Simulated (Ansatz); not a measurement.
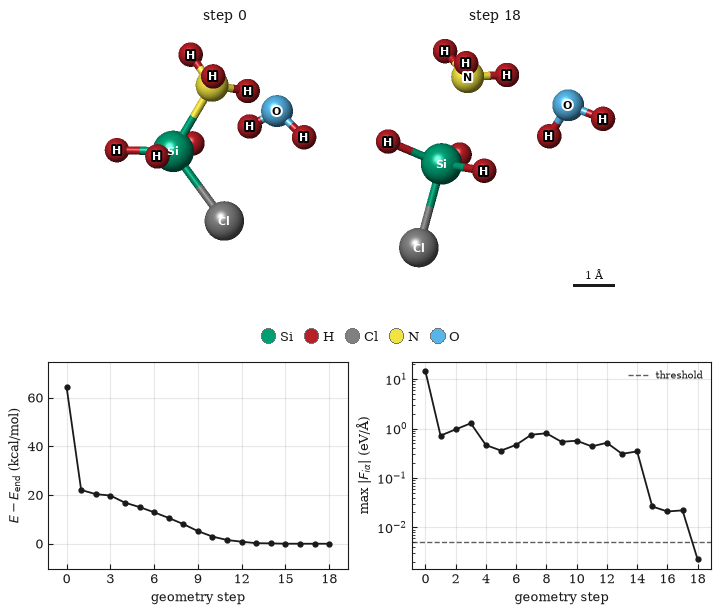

First and last geometry of a relaxation of SiNH₈OCl (started from a transition state, displaced along its imaginary mode), with the history of the run. The picture is a ball-and-stick view, seen from a free direction.

Computed with RKS PBE0-D4/def2-TZVP (Ansatz).

Input file:
```yaml
crystal:
  periodic: [false, false, false]
  atoms:
    - {symbol: Si, position_ang: [-0.961313, -0.197087, -0.682387]}
    - {symbol: H, position_ang: [0.082815, -1.291745, -0.478902]}
    - {symbol: H, position_ang: [-1.143729, -0.733251, -2.051984]}
    - {symbol: H, position_ang: [-1.957482, 0.999880, -0.821709]}
    - {symbol: Cl, position_ang: [-1.960918, -0.862711, 1.072679]}
    - {symbol: H, position_ang: [0.934228, 0.536546, 0.521668]}
    - {symbol: N, position_ang: [0.470772, 1.011478, -0.277254]}
    - {symbol: H, position_ang: [0.929479, -1.037397, 0.691396]}
    - {symbol: O, position_ang: [1.397389, -0.690216, 1.213305]}
    - {symbol: H, position_ang: [1.116147, 0.974738, -1.073323]}
    - {symbol: H, position_ang: [0.146546, 1.978522, -0.202123]}
    - {symbol: H, position_ang: [0.946067, -0.688757, 2.088635]}
basis:
  gaussian: {orbitals: def2-TZVP}
hamiltonian: {xc: pbe0, dispersion: d4}
relax: {f_tol: 0.005, max_steps: 200}
```

Command:
```bash
ansatz run in.yaml --threads 4 --pin off --events-out ev --progress --plain --max-ram 9574MiB
```

**Read the history and describe the run.**

It converged. The largest move after the best rigid fit is that of Cl5, 1.99 Å. By element the largest moves are Cl 1.99 Å, H 1.51 Å, O 0.56 Å, N 0.43 Å, Si 0.31 Å. Among the contacts that change: H6–O9 1.483 → 2.021 Å, Si1–N7 1.917 → 2.244 Å, H8–O9 0.782 → 0.963 Å, Si1–H4 1.563 → 1.480 Å. Among the angles between lasting bonds that change: H2–Si1–H4 175.4° → 117.4°, H2–Si1–H3 87.0° → 117.8°, H3–Si1–Cl5 126.3° → 98.8°. After 18 geometry steps the energy has fallen by 64.5 kcal/mol. The largest force component goes from 14 to 0.0022 eV/Å. The run took 43 s on 4 threads of Arm Neoverse V2, with other jobs on the host.

```csv
step,"E − E(0), kcal/mol","largest force component, eV/Å"
0,0.00,14.4898
1,-42.39,0.7193
2,-44.08,0.9615
3,-44.67,1.2770
4,-47.59,0.4621
5,-49.40,0.3577
6,-51.55,0.4671
7,-53.88,0.7491
8,-56.39,0.8013
9,-59.28,0.5387
10,-61.53,0.5666
11,-62.95,0.4354
12,-63.64,0.5140
13,-64.25,0.3077
14,-64.32,0.3442
15,-64.46,0.0265
16,-64.47,0.0210
17,-64.47,0.0221
18,-64.47,0.0022
```
